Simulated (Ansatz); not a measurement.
# BiPt2Pb (P-6m2): point defect (vacancy) in a supercell in Python

What does a point defect do in BiPt2Pb (P-6m2)? Aim: a point defect (vacancy) in a supercell, for BiPt2Pb (P-6m2), run from a script.

Computed with the Python package of Ansatz 0.2.0. Level of theory: DFT r2SCAN, plane waves, norm-conserving potentials.

## 1. The structure

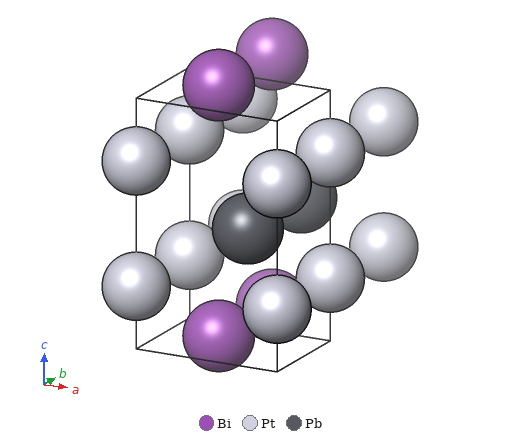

The starting structure, viewed slightly off an axis; bismuth purple, platinum light grey, lead dark grey. 1×2×1 cells are drawn. Atoms on cell faces are repeated.

bipt2pb.xyz, read by the script:

```xyz
4
Lattice="4.36261212 0.0 0.0 -2.18130606 3.77813293 0.0 0.0 0.0 5.52422409" Properties=species:S:1:pos:R:3 pbc="T T T"
Bi   -0.00000002    2.51875530    0.00000000
Pt    0.00000000    0.00000000    1.38209524
Pt    0.00000000    0.00000000    4.14212885
Pb    2.18130608    1.25937763    2.76211204
```

## 2. The code

bipt2pb.py

```python
"""Point defect (vacancy) in BiPt2Pb."""

import ansatz as az
import numpy as np

cell = az.Crystal.from_extxyz("bipt2pb.xyz")
host = cell.supercell(2, 2, 1)
defective = host.vacancy("Pt", at=[0.0, 0.0, 0.749812])

def prepare(structure):
    return (
        structure.calculation()
        .functional("r2SCAN")
        .pseudopotentials("nc")
        .kpoints(1, 1, 2)  # the mesh must be finer for metals
        .occupations("Fermi-Dirac")  # smearing steadies the SCF of a metal
        .initial_density(normalization="atom")
        .scf(tolerance=1e-05)
        .band_table()  # levels at the mesh points
    )


perfect = prepare(host).run(threads=1, backend="cpu").report
calc = prepare(defective)
calc = calc.relax(force_tolerance=0.03, max_steps=40)
out = calc.run(threads=1, backend="cpu")
report = out.report

n_host, n_defect = len(perfect["lattice"]["sites"]), len(report["lattice"]["sites"])
print(f"perfect cell: {n_host} atoms, F = {perfect['free_energy_ev']:.4f} eV")
print(f"defect cell:  {n_defect} atoms, F = {report['free_energy_ev']:.4f} eV")
# chemical potentials are still to be added to this difference
print(f"difference {report['free_energy_ev'] - perfect['free_energy_ev']:.4f} eV (no chemical potentials)")

for site in out.lattice.sites:
    print(f"{site.symbol:2s}", " ".join(f"{v:8.4f}" for v in site.position_ang))

start = np.array([site.position for site in defective.resolved().sites])
step = np.array([site.position_frac for site in out.lattice.sites]) - start
moved = np.linalg.norm((step - np.round(step)) @ out.lattice.cell_ang, axis=1)
print("relaxation by atom (A):", " ".join(f"{site.symbol}:{d:.3f}" for site, d in zip(out.lattice.sites, moved)))
```

## 3. The input behind the calls

The package turns the script's settings into the engine's input (first run):

```yaml
crystal:
  lattice:
    - [4.36261212, 0.0, 0.0]
    - [-2.18130606, 3.77813293, 0.0]
    - [0.0, 0.0, 5.52422409]
  atoms:
    - { symbol: Bi, position: [0.3333333305134639, 0.6666666701957467, 0.0] }
    - { symbol: Pt, position: [0.0, 0.0, 0.25018812008402797] }
    - { symbol: Pt, position: [0.0, 0.0, 0.7498118799159721] }
    - { symbol: Pb, position: [0.6666666694865361, 0.33333332980425334, 0.4999999990948955] }
  supercell: [2, 2, 1]
kpoints:
  mp_grid:
    grid: [1, 1, 2]
hamiltonian:
  xc: r2scan
  pseudopotentials:
    kind: nc
scf:
  convergence:
    dr2_threshold: 1.0e-05
  occupations:
    method: fermi_dirac
  initial_density:
    normalization: atom
output:
  eigenvalues: true
```

## 4. Launch

Command:

```bash
python bipt2pb.py
```

The log of the run:

```text
DeckWarning: basis.ecutwfc = 1142.878222 eV, auto-derived from the records' recommended cutoffs: set by Pt (normal level)
DeckWarning: scf.convergence.dr2_threshold = 1e-5 eV is looser than this run's default, which is 1e-7 eV or tighter. The error in the forces grows as the threshold's square root, so leave the key out unless less accurate forces are enough
perfect cell: 16 atoms, F = -49549.9011 eV
defect cell:  15 atoms, F = -45861.9579 eV
difference 3687.9432 eV (no chemical potentials)
Bi   0.0000   2.5296   0.0116
Pt   0.0000  -0.0000   1.3387
Pb   2.1501   1.2414   2.7638
Bi  -2.1720   6.2915   0.0116
Pt  -2.1738   3.7825   1.3840
Pt  -2.1881   3.7742   4.1347
Pb  -0.0000   5.0375   2.7759
Bi   4.3626   2.5188   0.0061
Pt   4.3626  -0.0087   1.3840
Pt   4.3626   0.0078   4.1347
Pb   6.5751   1.2414   2.7638
Bi   2.1720   6.2915   0.0116
Pt   2.1738   3.7825   1.3840
Pt   2.1881   3.7742   4.1347
Pb   4.3626   5.0735   2.7638
relaxation by atom (A): Bi:0.016 Pt:0.043 Pb:0.036 Bi:0.016 Pt:0.009 Pt:0.011 Pb:0.014 Bi:0.006 Pt:0.009 Pt:0.011 Pb:0.036 Bi:0.016 Pt:0.009 Pt:0.011 Pb:0.036
```

(Warnings from the package without file and line.)

Run time: 8.3 min. Hardware: 1 thread of Arm Neoverse V2, shared host; peak memory 2.6 GiB.

## 5. What changed from run to run

The engine's inputs for the other runs:

Run 2, against run 1:

```diff
@@ -11,0 +12,2 @@
+  defects:
+    - { vacancy: 2 }
@@ -25,0 +28,3 @@
+relax:
+  f_tol: 0.03
+  max_steps: 40
```

## 6. What the script built

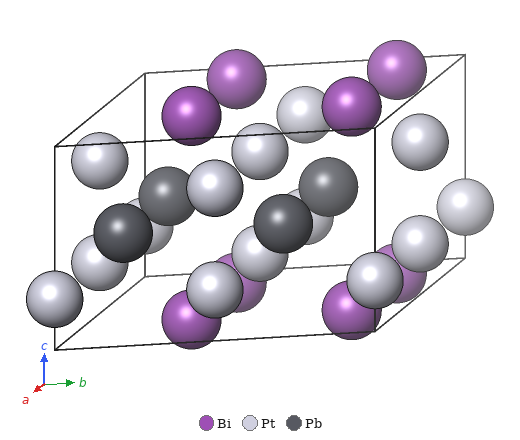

The cell of run 2 as the script built it (15 atoms; bismuth purple, platinum light grey, lead dark grey).

## 7. The engine's runs

The 2 runs, in the order started:

```tsv
run	kind of run	system	space group at the end	energy (eV/atom)	SCF cycles in all	CPU time (s)
1	single point	BiPt2Pb (16 atoms)	P-6m2	-3096.8688	7	66
2	relaxation	Bi4Pt7Pb4 (15 atoms)	P3m1	-3057.4639	34	430
```

Energies are free energies F = E - TS of the smeared occupations. Totals carry meaning only in balanced differences at one level of theory.

## 8. How the relaxation of run 2 went

Relaxation path:

| step | E - E(step 1) (eV/cell) | largest force component (eV/Å) |
| --- | --- | --- |
| 1 | 0.0000 | 0.1962 |
| 2 | 0.0560 | 0.3478 |
| 3 | -0.0198 | 0.0341 |
| 4 | -0.0202 | 0.0096 |

Step 1 is the start. Step 2 was tried and not accepted.

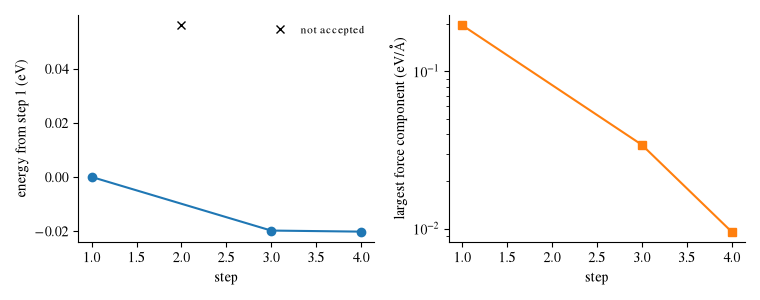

Energy and largest force along the relaxation.

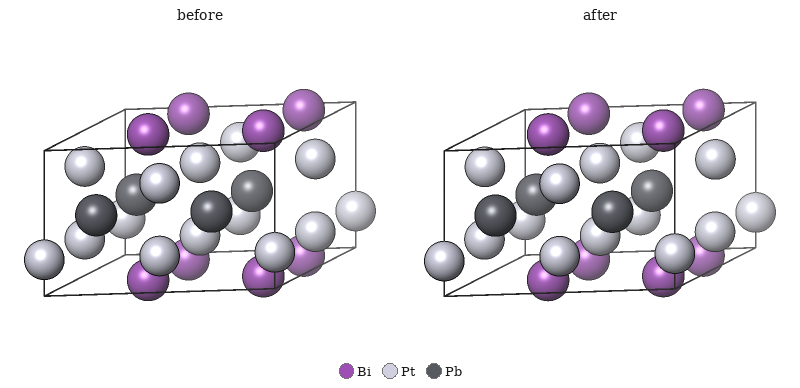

Before and after, at one scale. The change is too small to see at this scale.

## 9. What came out

| quantity | value |
| --- | --- |
| runs compared | 2 |
| moves of the relaxation of run 2 | 2 |
| energy gained in run 2 | 1.3 meV/atom |
| last largest force component of run 2 | 0.0096 eV/Å |

In words: In CPU time, run 2 (relaxation) cost about 6.6 times as much as run 1 (single point). A formation energy would need chemical potentials for the atoms added or removed, which the two totals don't give. The cell is small, so the defect feels its images. Run 2: The relaxation took 2 moves; the largest shift is 0.043 Å, of atom 2 (Pt). Notes:
- Such functionals run on norm-conserving files made under PBE, which can move pressures by some GPa.
- For a metal this mesh is coarse.
- The difference holds no chemical potentials.
- Errors of mesh and smearing per atom add up over the supercell, so the energy can be off by tenths of an eV.
- Spin-orbit coupling, which matters for elements this heavy, is left out.
- This cell is a computed structure, which may not be the phase found in nature.
- The supercell is small, so the defect meets its images and the energies aren't those of an isolated defect; a partly filled defect level may also lower its energy by spin or distortion. For a charged cell the difference holds no correction, alignment or term for the electrons' reservoir.
